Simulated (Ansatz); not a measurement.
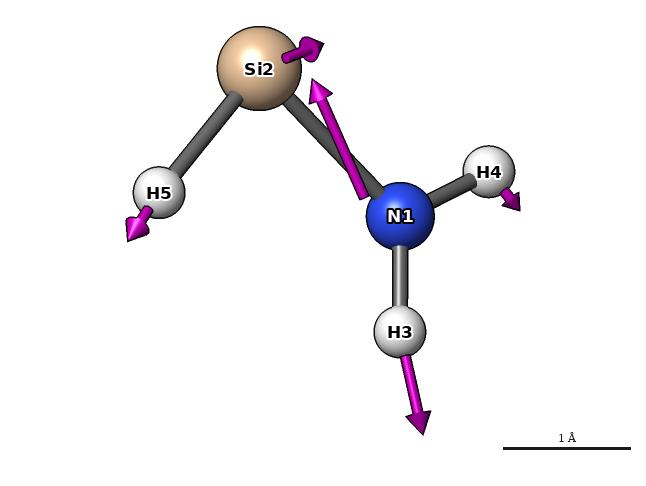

Arrows show the forces on the atoms, 0.3 Å of arrow for 1 eV/Å; forces under a tenth of the largest aren't drawn. Level of theory: PBE0-D4/def2-TZVPP (Ansatz 0.2.0).

**On which atom is the force largest, and how large is it?**

On N1: 3.48 eV/Å.

**Which bond do the forces act along most?**

N1–H3, now 0.965 Å: the forces push its atoms apart, so a first step downhill lengthens it.

List the force components in the frame of the picture (x right, y up, z towards the viewer), in eV/Å.

| atom | Fx | Fy | Fz |
| --- | --- | --- | --- |
| N1 | −1.40 | 3.17 | 0.27 |
| Si2 | 1.03 | 0.40 | −1.04 |
| H3 | 0.48 | −2.13 | 0.16 |
| H4 | 0.45 | −0.57 | −0.09 |
| H5 | −0.56 | −0.87 | 0.70 |
